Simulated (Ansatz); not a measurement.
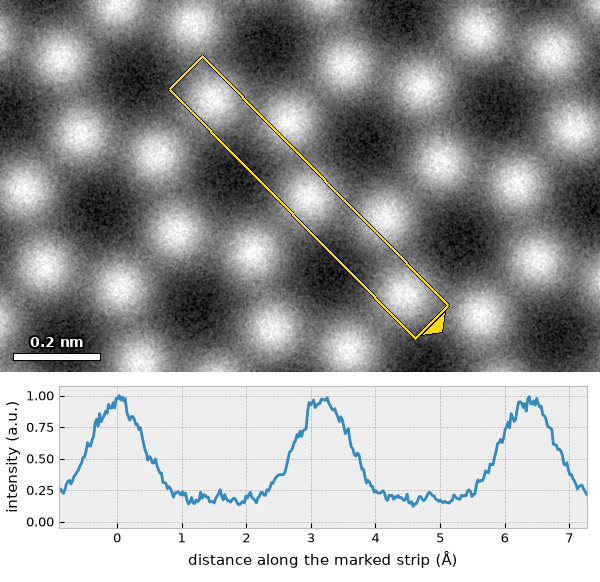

iDPC-like image of Zr (P6_3/mmc, No. 194) along [001]. Simulated as the projected potential of neutral atoms (B = 0.5 Å²) blurred by a 0.80 Å probe, the thin-sample limit of integrated differential phase contrast. The display is stretched by a gamma of 0.65; percentages refer to the linear signal. Shot noise was added. Model: a calculation's starting geometry.

```xyz
2
Lattice="3.1874 0.0000 0.0000 -1.5937 2.7604 0.0000 0.0000 0.0000 5.1075" Properties=species:S:1:pos:R:3 pbc="T T T"
Zr    0.0000    1.8403    3.8306
Zr    1.5937    0.9201    1.2769
```

The curve is the intensity along the marked strip, in the direction of its arrowhead, with zero distance at the first column. Brightness is counted from the darkest point of the image.

### Assign the peaks of the line profile.

```
position (Å)  atoms per repeat along the beam  height (% of the highest)
         0.0                             1 Zr                        100
         3.2                             1 Zr                        100
         6.4                             1 Zr                        100
```
